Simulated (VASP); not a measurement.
Band structure of GaN (wurtzite). Computed with PBE GGA with D3 dispersion (Becke-Johnson damping), VASP's PBE PAW potentials (set 64) (plane waves; VASP).

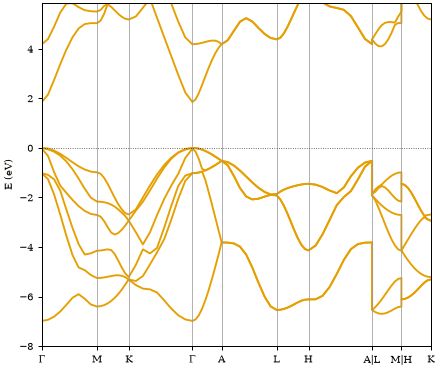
*Bands along high-symmetry lines, zero at the valence-band maximum or, without a gap, the Fermi level*

### Question
Read the plot: is there a gap, and where are the band edges?

### Answer
The gap is direct, 1.85 eV, from the valence maximum at Γ to the conduction minimum at Γ. (Edges off the drawn lines would not show.)

Measured: gap 3.68 eV (computed value off by -1.83 eV), as given by Wei Chen et al., Physical Review Materials (2018), doi:10.1103/physrevmaterials.2.073803 [zero-point renormalisation of 0.17 eV added back (the table's ZPR column)].

The compound is GaN in the wurtzite structure. It was relaxed first.
